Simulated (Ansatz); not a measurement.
# SiNH2Cl (SMILES N[Si]Cl) at 6 levels

Wanted: a comparison of 6 runs (B2PLYP/STO-3G, B3LYP/STO-3G, r2SCAN/STO-3G, UMP2/STO-3G, CCSDT(Q)/STO-3G, CCSD/STO-3G) of SiNH2Cl. 

The calculation is run with Ansatz 0.2.0.

66 further runs of the same task are left out: 66 set aside as unsound or not needed.

### Step 1. Starting point

SiNH2Cl has 5 atoms, charge 0, and is taken as a singlet. SMILES: `N[Si]Cl`. The H4–N1 distance was set to 2.018 Å, away from the relaxed value. At this shape a bond of the SMILES string is far longer than usual.

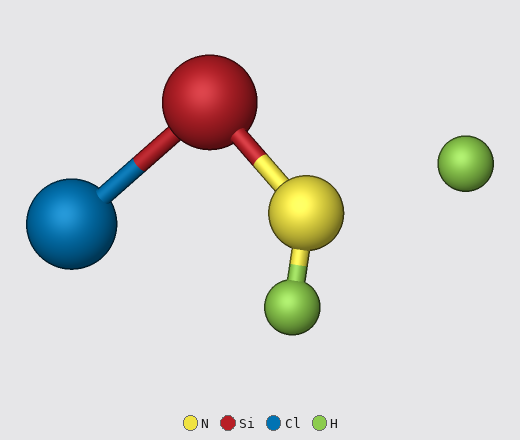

The structure, seen from a chosen angle (nitrogen yellow, silicon red, chlorine blue, hydrogen green).

### Step 2. The energy at B2PLYP/STO-3G (run 1)

molecule.yaml reads:

```yaml
crystal:
  periodic: [false, false, false]
  atoms:
    - {symbol: N, position_ang: [0.176914, -0.371840, -0.240400]}
    - {symbol: Si, position_ang: [0.208914, -1.297040, 1.186100]}
    - {symbol: Cl, position_ang: [0.974114, -3.079740, 0.370800]}
    - {symbol: H, position_ang: [-0.473300, 1.538600, -0.227400]}
    - {symbol: H, position_ang: [0.463714, -0.684640, -1.156500]}
basis:
  gaussian:
    orbitals: STO-3G
hamiltonian:
  xc: {name: B2PLYP}
correlation:
  frozen_orbitals: {Cl: 5, H: 0, "N": 1, Si: 5}
accuracy: high
```

Run with:

```console
$ ansatz run molecule.yaml --threads 1 --pin off --max-ram 2610MiB --events-out events.jsonl --progress --plain --runs-dir runs
```

Standard output:

```text
Warning: RAYON_NUM_THREADS=1 ignored (pool sized by the plan → 1); use --threads N
Functional definition: B2PLYP
  name "B2PLYP"
  parameter a = 0.53
  parameter c = 0.27
  exchange = (1 - a)*b88_x + a*exact_x
  correlation = (1 - c)*lyp_c + c*(mp2_os + mp2_ss)
453 factors; integrals over basis functions are off by at most 1.3e-8 eV
mean field evaluation 1: about -21655.5013 eV, gradient 2.6e1 eV
mean field evaluation 2: about -21655.5132 eV, gradient 2.6e1 eV
mean field evaluation 4: about -21658.3337 eV, gradient 2.9e0 eV
mean field evaluation 8: about -21658.3843 eV, gradient 6.9e-2 eV
mean field evaluation 16: about -21658.3844 eV, gradient 8.5e-6 eV
mean field -21658.38441066 eV, -795.9309465117 hartree, gradient 1.0e-8 eV, S^2 0.000000; 0 other end points of the search recorded, 0 dependent functions left out; unrestricted orbitals would lower it
11 core orbitals not correlated: weight in the atoms' cores, before any rotation towards them, 1.000 or more for the frozen orbitals, at most 0.000 for the correlated occupied ones
reference -21658.38442994 eV, -795.9309472201 hartree; 9, 9 occupied and 5, 5 virtual orbitals, 453 factors
second order -6.07231557 eV of doubles, -0.00000000 eV of singles
Total energy: -21660.02395514 eV, -795.9911986600 hartree
```

Run time: 2.2 s. Hardware: 1 thread of Arm Neoverse V1, shared host; peak memory 0.1 GiB.

### Step 3. The energy at B3LYP/STO-3G (run 2)

input.yaml reads:

```yaml
crystal:
  periodic: [false, false, false]
  atoms:
    - {symbol: "N", position_ang: [0.176914, -0.371840, -0.240400]}
    - {symbol: Si, position_ang: [0.208914, -1.297040, 1.186100]}
    - {symbol: Cl, position_ang: [0.974114, -3.079740, 0.370800]}
    - {symbol: H, position_ang: [-0.473300, 1.538600, -0.227400]}
    - {symbol: H, position_ang: [0.463714, -0.684640, -1.156500]}
basis:
  gaussian: {orbitals: STO-3G}
hamiltonian: {xc: {name: B3LYP}}
accuracy: high
```

Run with:

```console
$ ansatz run input.yaml --threads 1 --pin off --max-ram 2610MiB --events-out events.jsonl --progress --plain --runs-dir runs
```

Standard output:

```text
Warning: RAYON_NUM_THREADS=1 ignored (pool sized by the plan → 1); use --threads N
Functional definition: B3LYP
  name "B3LYP"
  parameter a0 = 0.2
  parameter ax = 0.72
  parameter ac = 0.81
  exchange = (1 - a0 - ax)*slater_x + ax*b88_x + a0*exact_x
  correlation = (1 - ac)*vwn_rpa_c + ac*lyp_c
453 factors; integrals over basis functions are off by at most 1.3e-8 eV
mean field evaluation 1: about -21667.0583 eV, gradient 2.9e1 eV
mean field evaluation 2: about -21639.6588 eV, gradient 9.2e1 eV
mean field evaluation 4: about -21670.5565 eV, gradient 2.0e0 eV
mean field evaluation 8: about -21670.5519 eV, gradient 1.7e-1 eV
mean field evaluation 16: about -21670.5520 eV, gradient 5.4e-6 eV
mean field -21670.55202183 eV, -796.3780979743 hartree, gradient 3.7e-8 eV, S^2 0.000000; 0 other end points of the search recorded, 0 dependent functions left out
reference -21670.55205169 eV, -796.3780990720 hartree; 20, 20 occupied and 5, 5 virtual orbitals, 453 factors
Total energy: -21670.55205169 eV, -796.3780990720 hartree
```

Wall time 1.5 s (1 thread of Arm Neoverse V1, shared host); peak memory 0.1 GiB.

### Step 4. A single-point energy at r2SCAN/STO-3G (run 3)

molecule.yaml reads:

```yaml
crystal:
  periodic: [false, false, false]
  atoms:
    - symbol: N
      position_ang: [0.176914, -0.371840, -0.240400]
    - symbol: Si
      position_ang: [0.208914, -1.297040, 1.186100]
    - symbol: Cl
      position_ang: [0.974114, -3.079740, 0.370800]
    - symbol: H
      position_ang: [-0.473300, 1.538600, -0.227400]
    - symbol: H
      position_ang: [0.463714, -0.684640, -1.156500]
basis:
  gaussian:
    orbitals: STO-3G
hamiltonian:
  xc: r2scan
accuracy: high
```

Run with:

```console
$ ansatz run molecule.yaml --threads 1 --pin off --max-ram 2610MiB --events-out events.jsonl --progress --plain --runs-dir runs
```

Standard output:

```text
Warning: RAYON_NUM_THREADS=1 ignored (pool sized by the plan → 1); use --threads N
Functional definition: r2SCAN
  name "r2SCAN"
  parameter k0 = 0.174
  parameter k1 = 0.065
  parameter a1 = 4.9479
  exchange = r2scan_x(k0 = k0, k1 = k1, a1 = a1)
  correlation = r2scan_c
453 factors; integrals over basis functions are off by at most 1.3e-8 eV
mean field evaluation 1: about -21665.7417 eV, gradient 3.0e1 eV
mean field evaluation 2: about -21625.3347 eV, gradient 1.0e2 eV
mean field evaluation 4: about -21669.0241 eV, gradient 7.9e0 eV
mean field evaluation 8: about -21669.3752 eV, gradient 2.7e-1 eV
mean field evaluation 16: about -21669.3319 eV, gradient 1.1e-4 eV
mean field -21669.33192993 eV, -796.3332604242 hartree, gradient 5.6e-9 eV, S^2 0.000000; 0 other end points of the search recorded, 0 dependent functions left out
reference -21669.33193033 eV, -796.3332604389 hartree; 20, 20 occupied and 5, 5 virtual orbitals, 453 factors
Total energy: -21669.33193033 eV, -796.3332604389 hartree
```

Wall time 3.9 s (1 thread of Arm Neoverse V1, shared host); peak memory 0.15 GiB.

Runs 4 to 5 aren't shown in full; the table further down has their settings and results.

### Step 5. The energy at CCSD/STO-3G (run 6)

input.yaml reads:

```yaml
crystal:
  periodic: [false, false, false]
  atoms:
    - symbol: "N"
      position_ang: [0.176914, -0.371840, -0.240400]
    - symbol: Si
      position_ang: [0.208914, -1.297040, 1.186100]
    - symbol: Cl
      position_ang: [0.974114, -3.079740, 0.370800]
    - symbol: H
      position_ang: [-0.473300, 1.538600, -0.227400]
    - symbol: H
      position_ang: [0.463714, -0.684640, -1.156500]
basis:
  gaussian: {orbitals: STO-3G}
accuracy: high
scf: {omitted_lower_state_checks: [cluster_reference, increment]}
correlation: {method: ccsd, frozen_orbitals: {Cl: 5, H: 0, "N": 1, Si: 5}}
```

Run with:

```console
$ ansatz run input.yaml --threads 1 --pin off --max-ram 2610MiB --events-out events.jsonl --progress --plain --runs-dir runs
```

Standard output (excerpt; [...] marks lines left out):

```text
Warning: RAYON_NUM_THREADS=1 ignored (pool sized by the plan → 1); use --threads N
Functional definition: HF
  name "HF"
[...]
453 factors; integrals over basis functions are off by at most 1.3e-8 eV
[...]
mean field -21629.19772830 eV, -794.8583557184 hartree, gradient 2.4e-8 eV, S^2 0.000000; 0 other end points of the search recorded, 0 dependent functions left out; unrestricted orbitals would lower it
11 core orbitals not correlated: weight in the atoms' cores, before any rotation towards them, 1.000 or more for the frozen orbitals, at most 0.000 for the correlated occupied ones
reference -21629.19772830 eV, -794.8583557184 hartree; 9, 9 occupied and 5, 5 virtual orbitals, 453 factors
second order -4.12192883 eV of doubles, -0.00000000 eV of singles
cycle   1  -4.52655388 eV  change   -9.5e-1 eV  update   1.5e-1
[...]
cycle  31  -5.67296769 eV  change    1.4e-9 eV  update  7.5e-10
WARN: these amplitudes may be one of several solutions (largest doubles amplitude 0.39, level shift 2.63 eV)
Total energy: -21634.87069599 eV, -795.0668334355 hartree
Checks for a lower state left out: cluster_reference, increment
```

Run time: 0.37 s. Hardware: 1 thread of Arm Neoverse V1, shared host.

### Step 6. All runs side by side

```tsv
run	level	frozen core orbitals	energy (Eh)	wall time
1	B2PLYP/STO-3G	11	-795.991199	2.2 s
2	B3LYP/STO-3G	–	-796.378099	1.5 s
3	r2SCAN/STO-3G	–	-796.333260	3.9 s
4	UMP2/STO-3G	11	-795.027212	0.97 s
5	CCSDT(Q)/STO-3G	11	-795.075197	0.75 s
6	CCSD/STO-3G	11	-795.066833	0.37 s
```

### Step 7. Outcome

| quantity | value |
| --- | --- |
| run 6: total energy | -795.06683 Eh |
| run 6: correlation energy (11 core orbitals frozen) | -208.5 mEh |
| run 6: T1 diagnostic | 0.025 |

Totals of different functionals can't be ranked against each other. In runs 1, 5, 6 the log says that unrestricted orbitals would lower the reference, so the values rest on an unstable closed-shell determinant (other closed-shell runs at this shape may share the fault). In runs 1, 2, 3, 4, 5, 6 the basis is minimal, so the values are rough. In runs 1, 2, 3, 6 a closed-shell determinant meets a far-stretched bond, which it describes badly. Spin contamination of the reference: run 4 ⟨S²⟩ = 0.89. Where it is this large, the reference is a mixture of spin states, and values that rest on it are in doubt. All runs together took 9.8 s, the longest 3.9 s.
